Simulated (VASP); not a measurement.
Energy against volume of AgCl (rock salt). These are AM05 GGA, VASP's PBE PAW potentials (set 64) (plane waves; VASP) values and carry that method's errors.

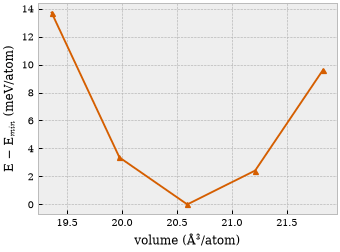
Figure: Energy against volume

### Question
Estimate the equilibrium volume and the bulk modulus.

### Answer
The minimum lies near 20.6 Å³/atom, and the curvature gives B0 of about 49 GPa.

The compound is AgCl in the rock salt structure. It was relaxed first.
